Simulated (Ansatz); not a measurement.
**BH3SClO (charge +1): nudged elastic band**

BH3SClO, charge +1, computed with RKS BLYP/def2-SVP (Ansatz 0.2.0).

It belongs to a series of runs on one base structure; here: band between the two ends. Figures and captions count atoms from 1; the log counts them from 0 in places.

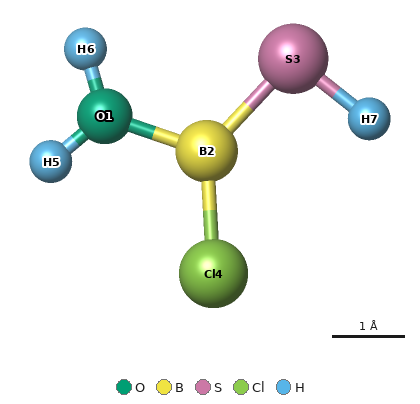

Figure 1. The starting structure (ball-and-stick view, seen at a tilt; atoms are numbered from 1 in the order of the input).

The input:
```yaml
crystal:
  periodic: [false, false, false]
  atoms:
    - { symbol: O, position_ang: [-0.750012, 0.943571, -0.076363] }
    - { symbol: B, position_ang: [0.020492, -0.359163, 0.004936] }
    - { symbol: S, position_ang: [1.777441, -0.147782, 0.1814] }
    - { symbol: Cl, position_ang: [-1.011033, -1.741148, -0.094615] }
    - { symbol: H, position_ang: [-1.733184, 0.945294, -0.179505] }
    - { symbol: H, position_ang: [-0.347616, 1.845398, -0.046117] }
    - { symbol: H, position_ang: [2.043913, -1.48617, 0.210265] }
total_charge: 1
basis:
  gaussian: { orbitals: def2-SVP }
hamiltonian:
  xc: blyp
neb:
  order_check: false
  images: 7
  f_tol: 0.03
  max_iterations: 60
  final_atoms:
    - { symbol: O, position_ang: [-1.21735181, 0.83125165, -0.05900434] }
    - { symbol: B, position_ang: [-0.53485065, -0.2942616, 0.08351883] }
    - { symbol: S, position_ang: [1.34966017, 0.10928815, 0.62846463] }
    - { symbol: Cl, position_ang: [-0.95726044, -1.96383847, -0.02717375] }
    - { symbol: H, position_ang: [-2.17721026, 0.77904369, -0.26264654] }
    - { symbol: H, position_ang: [1.53444664, 1.25133846, -0.11013726] }
    - { symbol: H, position_ang: [2.00256735, -0.71282189, -0.25302056] }
  initial_path:
    images:
      - { positions_ang: [[-0.750012, 0.943571, -0.076363], [0.020492, -0.359163, 0.004936], [1.777441, -0.147782, 0.1814], [-1.011033, -1.741148, -0.094615], [-1.733184, 0.945294, -0.179505], [-0.347616, 1.845398, -0.046117], [2.043913, -1.48617, 0.210265]] }
      - { positions_ang: [[-0.81584664, 0.93607902, -0.05955533], [-0.02512982, -0.3457916, 0.00529708], [1.72299442, -0.09339788, 0.1742591], [-1.0207353, -1.74203879, -0.09465136], [-1.78713502, 0.91737376, -0.20148237], [-0.11728933, 1.73382419, -0.02830808], [2.04314269, -1.4060487, 0.20444195]] }
      - { positions_ang: [[-0.88168128, 0.92858705, -0.04274765], [-0.07075164, -0.3324202, 0.00565817], [1.66854784, -0.03901377, 0.16711821], [-1.0304376, -1.74292959, -0.09468772], [-1.84108605, 0.88945352, -0.22345974], [0.11303734, 1.62225038, -0.01049917], [2.04237238, -1.32592739, 0.19861891]] }
      - { positions_ang: [[-0.94751591, 0.92109507, -0.02593998], [-0.11637347, -0.3190488, 0.00601925], [1.61410127, 0.01537035, 0.15997731], [-1.0401399, -1.74382038, -0.09472408], [-1.89503707, 0.86153329, -0.24543712], [0.34336401, 1.51067657, 0.00730975], [2.04160207, -1.24580609, 0.19279586]] }
      - { positions_ang: [[-1.01335055, 0.9136031, -0.00913231], [-0.16199529, -0.3056774, 0.00638034], [1.55965469, 0.06975447, 0.15283642], [-1.0498422, -1.74471118, -0.09476044], [-1.94898809, 0.83361305, -0.26741449], [0.57369068, 1.39910276, 0.02511867], [2.04083176, -1.16568479, 0.18697281]] }
      - { positions_ang: [[-1.06435087, 0.89301523, -0.02160032], [-0.25520913, -0.30282345, 0.02566496], [1.50715606, 0.07963789, 0.27174347], [-1.02669676, -1.799493, -0.07786377], [-2.00604363, 0.81997071, -0.2662225], [0.81387967, 1.36216168, -0.00869531], [2.03126566, -1.05246906, 0.07697447]] }
      - { positions_ang: [[-1.11535118, 0.87242737, -0.03406833], [-0.34842297, -0.2999695, 0.04494958], [1.45465743, 0.08952131, 0.39065052], [-1.00355132, -1.85427482, -0.0609671], [-2.06309917, 0.80632837, -0.26503051], [1.05406866, 1.32522061, -0.04250929], [2.02169955, -0.93925334, -0.03302387]] }
      - { positions_ang: [[-1.1663515, 0.85183951, -0.04653634], [-0.44163681, -0.29711555, 0.06423421], [1.4021588, 0.09940473, 0.50955757], [-0.98040588, -1.90905664, -0.04407043], [-2.12015472, 0.79268603, -0.26383853], [1.29425765, 1.28827954, -0.07632328], [2.01213345, -0.82603761, -0.14302222]] }
      - { positions_ang: [[-1.21735181, 0.83125165, -0.05900434], [-0.53485065, -0.2942616, 0.08351883], [1.34966017, 0.10928815, 0.62846463], [-0.95726044, -1.96383847, -0.02717375], [-2.17721026, 0.77904369, -0.26264654], [1.53444664, 1.25133846, -0.11013726], [2.00256735, -0.71282189, -0.25302056]] }
```

Machine: 1 thread of Arm Neoverse V2, 24 GiB of memory available, shared host.

Command:
```bash
ansatz run input.yaml --threads 1 --pin off --max-ram 2048MiB --backend cpu --events-out ev --progress --plain --runs-dir out
```

Log:
```
Engine: ansatz 0.2.0, aarch64-unknown-linux-gnu
Functional definition: BLYP
  parameter beta = 0.0042
  parameter a = 0.04918
  parameter b = 0.132
  parameter c = 0.2533
  parameter d = 0.349
  exchange = b88_x(beta = beta)
  correlation = lyp_c(a = a, b = b, c = c, d = d)
871 factors; their error is unknown
mean field evaluation 1: about -26104.9493 eV, gradient 7.2e1 eV
mean field evaluation 2: about -26080.4648 eV, gradient 1.3e2 eV
mean field evaluation 4: about -26114.5878 eV, gradient 4.9e0 eV
mean field evaluation 8: about -26114.6473 eV, gradient 1.2e-1 eV
mean field evaluation 16: about -26114.6058 eV, gradient 3.5e-5 eV
mean field -26114.60580447 eV, -959.6940621985 hartree, gradient 3.5e-5 eV, S^2 0.000000; 0 other end points of the search recorded, 0 dependent functions left out
the calculation of the forces begins
reference -26114.60607862 eV, -959.6940722735 hartree; 24, 24 occupied and 55, 55 virtual orbitals, 871 factors
871 factors; their error is unknown
mean field evaluation 32: about -26115.0316 eV, gradient 9.3e-4 eV
mean field -26115.03156677 eV, -959.7097086746 hartree, gradient 3.3e-5 eV, S^2 0.000000; 0 other end points of the search recorded, 0 dependent functions left out
[... from here on the field's lines of each further geometry are left out, up to the last ...]
NEB iter   1: max|band force component| = 5.324e0 eV/Å  barrier→ = 3.1398 eV  barrier← = 3.5656 eV  Δτ_max = 0.2000 Å  (248 SCF iters)
NEB iter   2: max|band force component| = 2.449e0 eV/Å  barrier→ = 2.0015 eV  barrier← = 2.4273 eV  Δτ_max = 0.2000 Å  (217 SCF iters)
NEB iter   3: max|band force component| = 4.256e0 eV/Å  barrier→ = 1.4937 eV  barrier← = 1.9195 eV  Δτ_max = 0.1011 Å  (221 SCF iters)
NEB iter   4: max|band force component| = 1.115e0 eV/Å  barrier→ = 1.2181 eV  barrier← = 1.6439 eV  Δτ_max = 0.2000 Å  (202 SCF iters)
NEB iter   5: max|band force component| = 1.150e0 eV/Å  barrier→ = 0.9996 eV  barrier← = 1.4253 eV  Δτ_max = 0.0948 Å  (209 SCF iters)
NEB iter   6: max|band force component| = 7.766e-1 eV/Å  barrier→ = 0.9130 eV  barrier← = 1.3388 eV  CI = image 4  Δτ_max = 0.1007 Å  (193 SCF iters)
NEB iter   7: max|band force component| = 4.306e-1 eV/Å  barrier→ = 0.9254 eV  barrier← = 1.3512 eV  CI = image 4  Δτ_max = 0.0802 Å  (192 SCF iters)
NEB iter   8: max|band force component| = 1.782e-1 eV/Å  barrier→ = 0.9106 eV  barrier← = 1.3364 eV  CI = image 4  Δτ_max = 0.0417 Å  (189 SCF iters)
NEB iter   9: max|band force component| = 1.182e-1 eV/Å  barrier→ = 0.9076 eV  barrier← = 1.3334 eV  CI = image 4  Δτ_max = 0.0577 Å  (186 SCF iters)
NEB iter  10: max|band force component| = 1.497e-1 eV/Å  barrier→ = 0.9064 eV  barrier← = 1.3321 eV  CI = image 4  Δτ_max = 0.0162 Å  (185 SCF iters)
NEB iter  11: max|band force component| = 1.047e-1 eV/Å  barrier→ = 0.9057 eV  barrier← = 1.3315 eV  CI = image 4  Δτ_max = 0.0111 Å  (183 SCF iters)
the calculation of the forces begins
reference -26115.02101436 eV, -959.7093208807 hartree; 24, 24 occupied and 55, 55 virtual orbitals, 871 factors
871 factors; their error is unknown
mean field evaluation 768: about -26103.2185 eV, gradient 7.5e1 eV
mean field -26113.70012930 eV, -959.6607792502 hartree, gradient 1.1e-5 eV, S^2 0.000000; 1 other end points of the search recorded, 0 dependent functions left out
the calculation of the forces begins
reference -26113.70040434 eV, -959.6607893575 hartree; 24, 24 occupied and 55, 55 virtual orbitals, 871 factors
NEB iter  12: max|band force component| = 2.799e-2 eV/Å  barrier→ = 0.9057 eV  barrier← = 1.3314 eV  CI = image 4  Δτ_max = 0.0000 Å  (369 SCF iters)
```

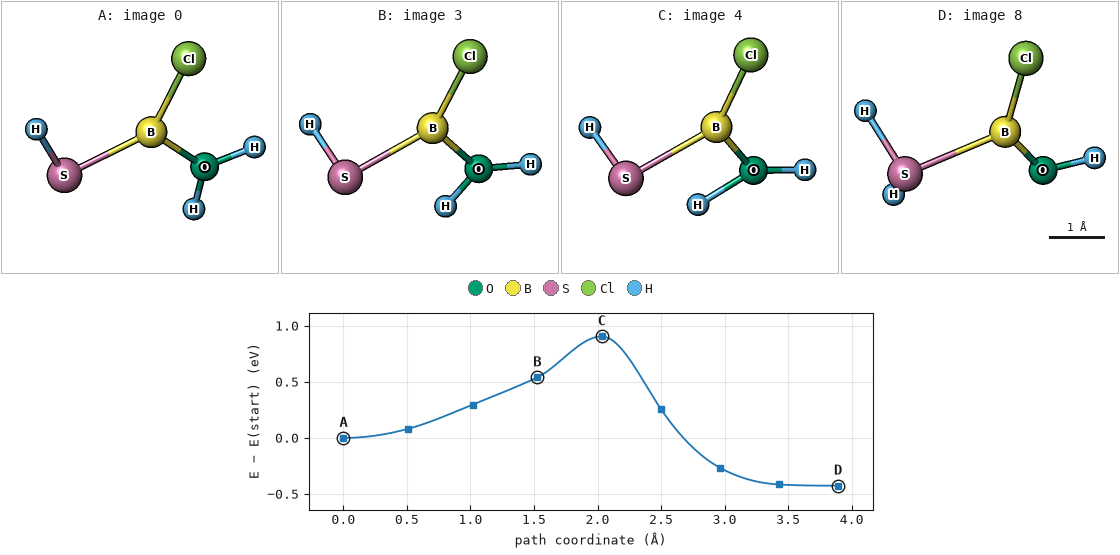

Figure 2. Images of the last band (counted from 0; ball-and-stick, seen at a tilt) above the energy along the path; the line is a cubic interpolation that uses the forces. The highest image is number 4, 0.906 eV above the start and 1.331 eV above the end (the climbing image); the end lies 0.426 eV below the start. The path is 3.89 Å long. The band converged in 12 iterations.

```
Total energy: -26113.70040434 eV, -959.6607893575 hartree
Atom 0 at    -0.720512     0.793442    -0.194141 Å, force     0.006070     0.006882     0.004922 eV/Å
Atom 1 at    -0.321682    -0.527101     0.162710 Å, force    -0.006592     0.009057    -0.005974 eV/Å
Atom 2 at     1.439848    -0.098937     0.754893 Å, force     0.001351    -0.002855     0.000928 eV/Å
Atom 3 at    -1.262812    -1.939195     0.072062 Å, force     0.001004    -0.003175     0.002136 eV/Å
Atom 4 at    -1.595832     1.152033    -0.493455 Å, force     0.000621    -0.007251    -0.001212 eV/Å
Atom 5 at     0.391278     1.182604     0.069896 Å, force    -0.002252    -0.003741    -0.000692 eV/Å
Atom 6 at     2.069714    -0.562846    -0.371964 Å, force    -0.000201     0.001083    -0.000108 eV/Å
Dipole moment:    -0.079200     0.681654    -0.363649 e Å
this run last wrote the band of iteration 12 to [file]
```

The last band as extended XYZ (Å, eV, eV/Å):
```
7
Properties=species:S:1:pos:R:3:forces:R:3 image=0 energy=-26114.60580
O    -0.7500    0.9436   -0.0764   -0.0041   0.0114  -0.0014
B     0.0205   -0.3592    0.0049    0.0017  -0.0112  -0.0002
S     1.7774   -0.1478    0.1814   -0.0028   0.0029  -0.0007
Cl   -1.0110   -1.7411   -0.0946    0.0024   0.0011   0.0004
H    -1.7332    0.9453   -0.1795    0.0039   0.0006   0.0007
H    -0.3476    1.8454   -0.0461   -0.0023  -0.0022   0.0006
H     2.0439   -1.4862    0.2103    0.0011  -0.0027   0.0006
7
Properties=species:S:1:pos:R:3:forces:R:3 image=1 energy=-26114.52493
O    -0.7595    0.9250   -0.0027   -0.0019   0.0272   0.0412
B    -0.0386   -0.4054    0.1140    0.0355   0.0448  -0.0385
S     1.6958   -0.1466    0.4551    0.0495   0.0330  -0.1216
Cl   -1.0647   -1.7772   -0.0678    0.0552   0.0323  -0.0666
H    -1.7081    1.0044   -0.2706   -0.0285  -0.0465   0.0553
H    -0.2278    1.7410   -0.1719   -0.1012   0.0869  -0.0147
H     2.1029   -1.3412   -0.0561   -0.0086  -0.1776   0.1449
7
Properties=species:S:1:pos:R:3:forces:R:3 image=2 energy=-26114.30851
O    -0.7374    0.8711   -0.0769   -0.0247   0.0776   0.0705
B    -0.1054   -0.4755    0.1739    0.0769   0.0730  -0.0301
S     1.6123   -0.1979    0.6686    0.0576   0.0328  -0.0813
Cl   -1.1480   -1.8271   -0.0011    0.0780   0.0398  -0.0973
H    -1.6587    1.0790   -0.3740   -0.0669  -0.0846   0.0700
H    -0.0856    1.6151   -0.1396   -0.1534   0.1608  -0.0595
H     2.1227   -1.0647   -0.2508    0.0326  -0.2994   0.1278
7
Properties=species:S:1:pos:R:3:forces:R:3 image=3 energy=-26114.06616
O    -0.7008    0.8128   -0.1594    0.0280   0.0505   0.0378
B    -0.1869   -0.5405    0.1934    0.1529  -0.0131   0.0230
S     1.5278   -0.2374    0.7825    0.1203  -0.1757   0.0645
Cl   -1.2356   -1.8806    0.0533    0.0386   0.0647  -0.0521
H    -1.5865    1.1471   -0.4609   -0.0023  -0.0300   0.0328
H     0.0835    1.4347   -0.0542   -0.3798   0.3094  -0.1341
H     2.0985   -0.7360   -0.3548    0.0424  -0.2059   0.0281
7
Properties=species:S:1:pos:R:3:forces:R:3 image=4 energy=-26113.70013
O    -0.7205    0.7934   -0.1941    0.0061   0.0069   0.0049
B    -0.3217   -0.5271    0.1627   -0.0066   0.0091  -0.0060
S     1.4398   -0.0989    0.7549    0.0014  -0.0029   0.0009
Cl   -1.2628   -1.9392    0.0721    0.0010  -0.0032   0.0021
H    -1.5958    1.1520   -0.4935    0.0006  -0.0073  -0.0012
H     0.3913    1.1826    0.0699   -0.0023  -0.0037  -0.0007
H     2.0697   -0.5628   -0.3720   -0.0002   0.0011  -0.0001
7
Properties=species:S:1:pos:R:3:forces:R:3 image=5 energy=-26114.34609
O    -0.8389    0.7802   -0.1956   -0.3879  -0.0167  -0.0647
B    -0.4333   -0.4710    0.1329   -0.4524   0.2284  -0.1266
S     1.4085   -0.0315    0.7100   -0.1794   0.2082  -0.0637
Cl   -1.2248   -1.9822    0.0998    0.0581  -0.1123   0.0428
H    -1.7273    1.0655   -0.4827   -0.4145  -0.2731  -0.0920
H     0.7644    1.1319    0.1526    1.4352  -0.2070   0.3202
H     2.0513   -0.4929   -0.4169   -0.0591   0.1724  -0.0160
7
Properties=species:S:1:pos:R:3:forces:R:3 image=6 energy=-26114.87100
O    -0.9730    0.7907   -0.1947   -0.1708   0.0367  -0.0257
B    -0.5004   -0.4150    0.1144   -0.0965   0.0787  -0.0415
S     1.3914   -0.0481    0.6728   -0.0581  -0.0419   0.0001
Cl   -1.1689   -1.9961    0.1443    0.0429  -0.0061   0.0036
H    -1.9027    0.9373   -0.4624   -0.2159  -0.1604  -0.0299
H     1.1321    1.2121    0.1946    0.5292   0.1021   0.0912
H     2.0215   -0.4810   -0.4689   -0.0307  -0.0092   0.0023
7
Properties=species:S:1:pos:R:3:forces:R:3 image=7 energy=-26115.02074
O    -1.1318    0.8140   -0.1656   -0.0209   0.0111   0.0027
B    -0.5298   -0.3353    0.1021   -0.0187   0.0035  -0.0044
S     1.3729   -0.0013    0.6364   -0.0057   0.0062   0.0006
Cl   -1.0573   -1.9771    0.1339    0.0207   0.0123  -0.0130
H    -2.0868    0.8093   -0.3958   -0.0274  -0.0221   0.0054
H     1.4552    1.2743    0.1378    0.0566   0.0083  -0.0033
H     1.9776   -0.5838   -0.4489   -0.0045  -0.0194   0.0120
7
Properties=species:S:1:pos:R:3:forces:R:3 image=8 energy=-26115.03157
O    -1.2174    0.8313   -0.0590    0.0095  -0.0071   0.0019
B    -0.5349   -0.2943    0.0835   -0.0072   0.0059  -0.0018
S     1.3497    0.1093    0.6285    0.0062   0.0010   0.0020
Cl   -0.9573   -1.9638   -0.0272   -0.0004   0.0017   0.0003
H    -2.1772    0.7790   -0.2626   -0.0051  -0.0007  -0.0021
H     1.5344    1.2513   -0.1101   -0.0024  -0.0004   0.0008
H     2.0026   -0.7128   -0.2530   -0.0006  -0.0005  -0.0011
```

Results in brief:

| quantity | value |
| --- | --- |
| outcome | converged |
| barrier, forward | 0.906 eV |
| barrier, backward | 1.331 eV |
| wall time | 2.7 min |
| peak memory | 0.14 GiB |

Notes:

The order of the saddle point was not checked.
